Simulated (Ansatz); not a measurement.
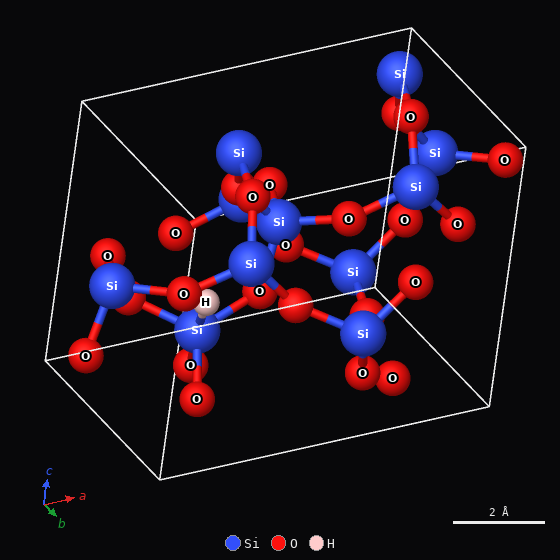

The crystal in a ball-and-stick representation, seen from a general direction. The supercell is drawn as a box. The host is SiO₂, in a cell of 27 sites, and the cell carries a charge of -1.

What imperfection does the supercell contain?

Answer. An interstitial hydrogen atom. It is bonded to one Si at about 1.5 Å.

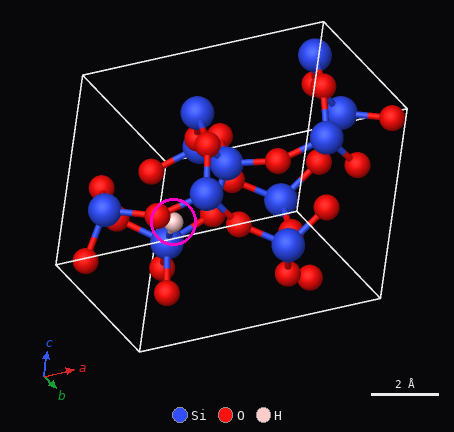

The same cell with a ring at the defect's site.

The atoms were relaxed in the host's cell with Ansatz 0.2.0, DFT PBE, scalar-relativistic, plane waves, PAW.
